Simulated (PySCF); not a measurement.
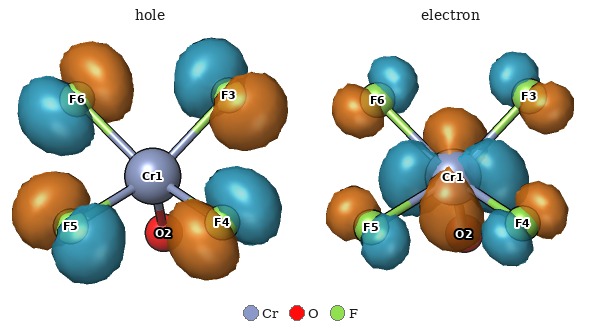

Figure 1: CrF4O. Leading natural transition orbital pair of S₃ (TDA singlet states); the surfaces enclose about 85 % of each orbital's density.

PySCF calculation, LC-wPBE/def2-SVPD, gas phase; geometry: GFN2-xTB. This is a single-reference result, which may miss multireference character in this system. No frequency check shows the geometry to be a minimum. GFN2-xTB bond lengths at metals and heavier atoms can be off by up to 0.1 Å and shapes distorted, which carries into these values.

Coordinates in Å:

```
Cr1     -0.0001    0.0003    0.0392
O2       0.0010   -0.0000    1.6021
F3       1.2106   -1.1075   -0.3823
F4       1.1079    1.2101   -0.3827
F5      -1.2113    1.1075   -0.3817
F6      -1.1079   -1.2109   -0.3818
```

Give its energy, strength and character.

Answer. 3.34 eV (371 nm), f = 0.000 (dark), ligand-to-metal charge transfer; the leading pair carries 74 %; hole on F3, F4, F5 and F6 (21 % each) and O2 (10 %), electron on Cr1 (69 %), O2 (7 %) and F3, F4, F5 and F6 (6 % each) (shares are of the whole state, not of the leading pair alone); their centroids lie 0.2 Å apart. In canonical orbitals it is mainly HOMO → LUMO (74 %). The HOMO–LUMO gap is 9.96 eV.
